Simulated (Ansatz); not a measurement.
Base system: AlN in the zinc blende structure (space group F-43m, No. 216; a = 4.378 Å).

Now apply this change: every lattice vector is shortened by 1.26 %; the atoms relax in the strained cell.

Method: DFT with PBEsol, PAW potentials and a 420 eV plane-wave cutoff in Ansatz (a first-principles code), no spin-orbit coupling.

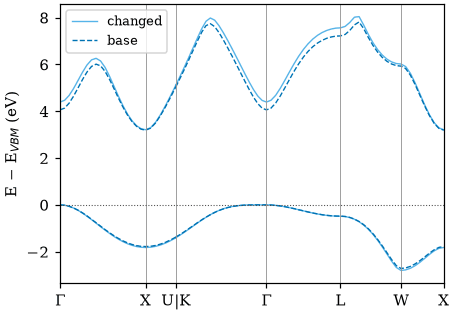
Fig. 1. Highest valence and lowest conduction band along the path, each from its own valence-band maximum

Q: From the figure, how large is the changed gap, and is it direct?

A: About 3.2 eV, indirect, Γ → X.

No phonon test of stability was made. This is not the structure that AlN has at room temperature and ambient pressure.
